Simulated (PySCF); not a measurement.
C3H9ClSi, SMILES `C[Si](C)(C)Cl`.

Method: ωB97X/def2-TZVP; geometry: GFN2-xTB; program: PySCF. No frequency check shows the geometry to be a minimum. A basis without diffuse functions makes polarisabilities too small. GFN2-xTB bond lengths at metals and heavier atoms can be off by up to 0.1 Å and shapes distorted, which carries into these values.

Input script:

```python
import numpy as np
from pyscf import gto, scf, dft
from pyscf.scf import atom_ks, atom_hf
from scipy.linalg import block_diag

def solve(mol, dm0=None, hcore=None):
    mf = (dft.UKS if mol.spin else dft.RKS)(mol, xc='wb97x')
    mf.grids.level = 3
    mf = mf.density_fit(auxbasis='def2-universal-jkfit')
    mf.conv_tol, mf.max_cycle = 1e-8, 80
    if hcore is not None:
        mf.get_hcore = lambda *args: hcore
    mf.kernel(dm0)
    if not mf.converged:
        mf = mf.newton().run(mf.mo_coeff, mf.mo_occ, max_cycle=30)
    assert mf.converged, 'SCF not converged'
    return mf

mol = gto.M(atom='''
C     -0.89783    -1.35147     1.20348
Si    -0.30289     0.00039     0.00009
C     -0.90323    -0.36398    -1.76967
C     -0.89474     1.71959     0.56975
Cl     1.74174    -0.00221    -0.00212
H     -1.98177    -1.39565     1.24090
H     -0.53946    -1.16997     2.21181
H     -0.55045    -2.33071     0.90234
H     -0.54001    -1.32932    -2.11971
H     -1.98734    -0.37817    -1.82253
H     -0.54797     0.38509    -2.47022
H     -1.97859     1.77566     0.59041
H     -0.53289     1.94879     1.57232
H     -0.53591     2.50156    -0.09195
''', basis='def2-tzvp', charge=0, spin=0, verbose=4)
field = np.array([0.004, 0.0, 0.0])  # atomic units
mol.set_common_orig(mol.atom_charges() @ mol.atom_coords() / mol.atom_charges().sum())
mf = solve(mol)
out = dict(dm0=mf.make_rdm1(), d0=mf.dip_moment(unit='AU'), e0=mf.e_tot)
for name, sign in (('p', 1), ('m', -1)):
    h = mf.get_hcore() + sign * np.einsum('x,xij->ij', field, mol.intor('int1e_r'))
    mi = solve(mol, mf.make_rdm1(), h)
    out.update({'dm' + name: mi.make_rdm1(), 'd' + name: mi.dip_moment(unit='AU'), 'e' + name: mi.e_tot})
# spherically averaged free atoms, for the promolecule
atm = atom_ks.get_atm_nrks(mol, xc='wb97x')
pro = block_diag(*[(atm[a[0]][2] * atm[a[0]][3]) @ atm[a[0]][2].T for a in mol._atom])
np.savez('result.npz', pro=pro, **out)
```

Run with:

```sh
OMP_NUM_THREADS=1 python input.py
```

The run took 2.2 min on 1 thread of Intel(R) Xeon(R) Platinum 8259CL CPU @ 2.50GHz (Skylake/Cascade Lake) (shared host), peak memory 1.3 GiB.

Partitions, critical points and surface values were worked out afterwards from this run's density.

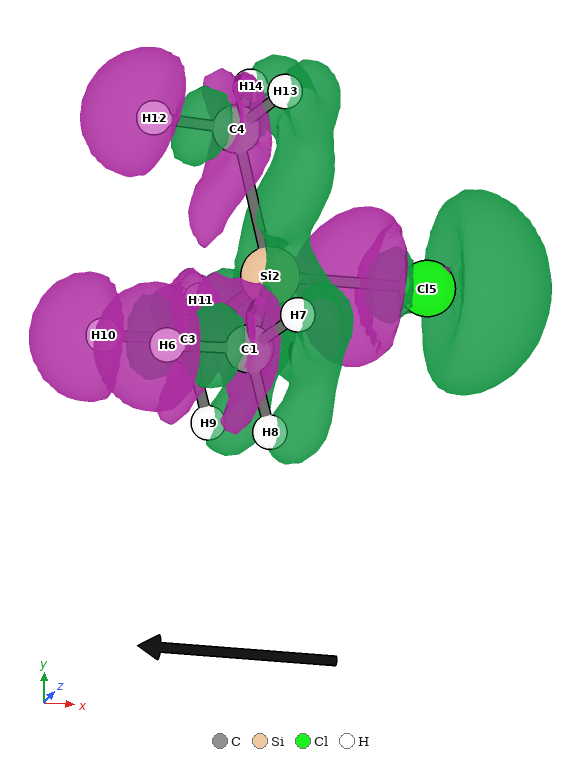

Change of the electron density in a uniform field of 0.21 V/Å along −x (arrow), surfaces at ±0.0015 e/Å³ (green: gain, purple: loss).

The field was applied in both directions; the picture shows the one opposite to the script's first.

Q: What dipole is induced, and what polarisability does it imply?

A: The induced dipole is 0.75 D (along the field); α along this axis, from the fields in both directions, is 74 bohr³ (11.0 Å³).
